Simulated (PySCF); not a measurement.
**One shape, several levels: CH4AlNS (SMILES C1[NH][AlH][S]1)**

Wanted: a comparison of 6 runs (MP2/STO-3G, MP2/3-21G, MP2/6-31G*, MP2/6-31+G*, MP2/6-311+G**, MP2/6-311++G(2d,2p)) of CH4AlNS. Input form: a Python script.

Program for the calculation: PySCF 2.14.0.

**1. Starting point**

CH4AlNS: 8 atoms, total charge 0, spin state singlet. SMILES: `C1[NH][AlH][S]1`. The shape is that of a PBE0-D4/def2-TZVP optimisation.

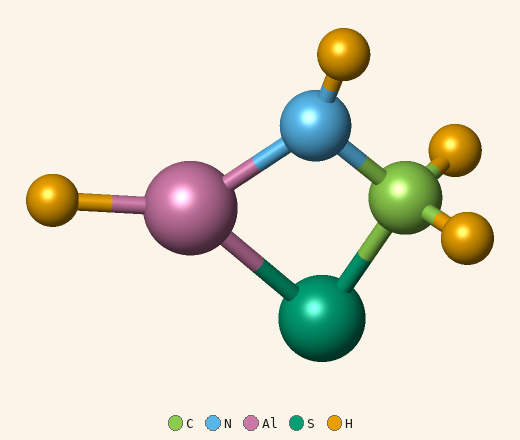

The structure, seen from a chosen angle (carbon green, nitrogen blue, aluminium pink, sulfur teal, hydrogen amber).

**2. A single-point energy at MP2/STO-3G (run 1)**

File run.py:

```python
from pyscf import gto, mp

mol = gto.Mole()
mol.atom = '''
C   -0.384000   0.821900  -0.401500
N    0.729200   0.248000   0.333700
Al   0.162000  -1.422800   0.377400
S   -1.523200  -0.604000  -0.724800
H   -0.095100   1.244800  -1.368800
H   -0.941200   1.572400   0.168100
H    1.466300   0.874500   0.606000
H    0.678200  -2.791900   0.954000
'''
mol.verbose = 3
mol.basis = 'sto-3g'
mol.spin = 0
mol.max_memory = 1860
mol.build()

mf = mol.RHF()
mf.conv_tol = 1e-10
mf.kernel()
if not mf.converged:
    mf = mf.newton().run(mf.mo_coeff, mf.mo_occ)

pt = mp.MP2(mf, frozen=12).run()
etot = pt.e_tot
print('E = %.10f Eh' % etot)
```

The run is started by

```
$ OMP_NUM_THREADS=1 python run.py
```

Output:

```text
converged SCF energy = -725.709395237276
E(RMP2) = -725.859671642929  E_corr = -0.15027640565253
E(SCS-RMP2) = -725.870630665818  E_corr = -0.16123542854163
E = -725.8596716429 Eh
```

It took 0.86 s on 1 thread of Arm Neoverse V2, shared host; peak memory 0.12 GiB.

**3. A single-point energy at MP2/3-21G (run 2)**

File input.py:

```python
from pyscf import gto, mp

mol = gto.Mole()
mol.atom = [
    ('C', (-0.384000, 0.821900, -0.401500)),
    ('N', (0.729200, 0.248000, 0.333700)),
    ('Al', (0.162000, -1.422800, 0.377400)),
    ('S', (-1.523200, -0.604000, -0.724800)),
    ('H', (-0.095100, 1.244800, -1.368800)),
    ('H', (-0.941200, 1.572400, 0.168100)),
    ('H', (1.466300, 0.874500, 0.606000)),
    ('H', (0.678200, -2.791900, 0.954000)),
]
mol.verbose = 3
mol.basis = '3-21g'
mol.max_memory = 1860
mol.charge = 0
mol.build()

myscf = mol.RHF()
myscf.conv_tol = 1e-10
myscf.kernel()
if not myscf.converged:
    myscf = myscf.newton().run(myscf.mo_coeff, myscf.mo_occ)

pt = mp.MP2(myscf, frozen=12).run()
e_tot = pt.e_tot
print('Final energy', e_tot)
```

The run is started by

```
$ OMP_NUM_THREADS=1 python input.py
```

Output:

```text
converged SCF energy = -730.313709084405
E(RMP2) = -730.594978905928  E_corr = -0.281269821522722
E(SCS-RMP2) = -730.596283355948  E_corr = -0.282574271542625
Final energy -730.5949789059281
```

Run time: 0.89 s. Hardware: 1 thread of Arm Neoverse V2, shared host; peak memory 0.12 GiB.

Runs 3 to 4 aren't shown in full; the table further down has their settings and results.

**4. A single-point energy at MP2/6-311+G(d,p) (run 5)**

File calc.py:

```python
from pyscf import gto, mp

mol = gto.Mole()
mol.atom = '''
C     -0.384000     0.821900    -0.401500
N      0.729200     0.248000     0.333700
Al     0.162000    -1.422800     0.377400
S     -1.523200    -0.604000    -0.724800
H     -0.095100     1.244800    -1.368800
H     -0.941200     1.572400     0.168100
H      1.466300     0.874500     0.606000
H      0.678200    -2.791900     0.954000
'''
mol.max_memory = 1860
mol.charge = 0
mol.verbose = 3
mol.basis = '6-311+g**'
mol.spin = 0
mol.build()

hf = mol.RHF()
hf.conv_tol = 1e-10
hf.kernel()
if not hf.converged:
    hf = hf.newton().run(hf.mo_coeff, hf.mo_occ)

pt = mp.MP2(hf, frozen=12).run()
energy = pt.e_tot
print('E(%s) = %.9f' % ('MP2', energy))
```

The run is started by

```
$ OMP_NUM_THREADS=1 python calc.py
```

Output:

```text
converged SCF energy = -734.172019956754
E(RMP2) = -734.692275067251  E_corr = -0.520255110497176
E(SCS-RMP2) = -734.686205949707  E_corr = -0.514185992953535
E(MP2) = -734.692275067
```

Run time: 5.1 s. Hardware: 1 thread of Arm Neoverse V2, shared host; peak memory 0.45 GiB.

**5. A single-point energy at MP2/6-311++G(2d,2p) (run 6)**

File job.py:

```python
from pyscf import gto, scf, mp

mol = gto.M(
    atom='''
C       -0.384000       0.821900      -0.401500
N        0.729200       0.248000       0.333700
Al       0.162000      -1.422800       0.377400
S       -1.523200      -0.604000      -0.724800
H       -0.095100       1.244800      -1.368800
H       -0.941200       1.572400       0.168100
H        1.466300       0.874500       0.606000
H        0.678200      -2.791900       0.954000
''',
    basis='6-311++g(2d,2p)',
    max_memory=1860,
    verbose=3,
)

myscf = scf.RHF(mol)
myscf.conv_tol = 1e-10
myscf.kernel()
if not myscf.converged:
    myscf = myscf.newton().run(myscf.mo_coeff, myscf.mo_occ)

pt = mp.MP2(myscf, frozen=12).run()
e_final = pt.e_tot
print('Final energy', e_final)
```

The run is started by

```
$ OMP_NUM_THREADS=1 python job.py
```

Output:

```text
converged SCF energy = -734.182984313809
E(RMP2) = -734.741718718486  E_corr = -0.558734404676893
E(SCS-RMP2) = -734.734791761006  E_corr = -0.55180744719647
Final energy -734.7417187184864
```

It took 11 s on 1 thread of Arm Neoverse V2, shared host; peak memory 0.98 GiB.

**6. The series**

```tsv
run	level	energy (Eh)	dipole moment (D) of the reference	HOMO energy (eV)	LUMO energy (eV)	wall time
1	MP2/STO-3G	-725.859672	2.31	-5.98	9.39	0.86 s
2	MP2/3-21G	-730.594979	3.11	-9.59	2.19	0.89 s
3	MP2/6-31G* (spherical functions)	-734.558443	2.53	-9.47	2.18	1.8 s
4	MP2/6-31+G* (spherical functions)	-734.569838	2.45	-9.56	1.37	2.4 s
5	MP2/6-311+G**	-734.692275	2.41	-9.55	1.22	5.1 s
6	MP2/6-311++G(2d,2p)	-734.741719	2.30	-9.52	1.07	11 s
```

**7. Summary of results**

| quantity | value |
| --- | --- |
| run 6: total energy | -734.74172 Eh |
| run 6: dipole moment (Hartree–Fock density) | 2.30 D |
| run 6: HOMO energy (Hartree–Fock orbitals) | -9.52 eV |
| run 6: LUMO energy (Hartree–Fock orbitals) | 1.07 eV |
| run 6: HOMO–LUMO gap (Hartree–Fock orbitals) | 10.59 eV |
| run 6: correlation energy (12 core orbitals frozen) | -558.7 mEh |

In words: In run 1 the basis is minimal, so the values are rough. All runs together took 22 s, the longest 11 s.
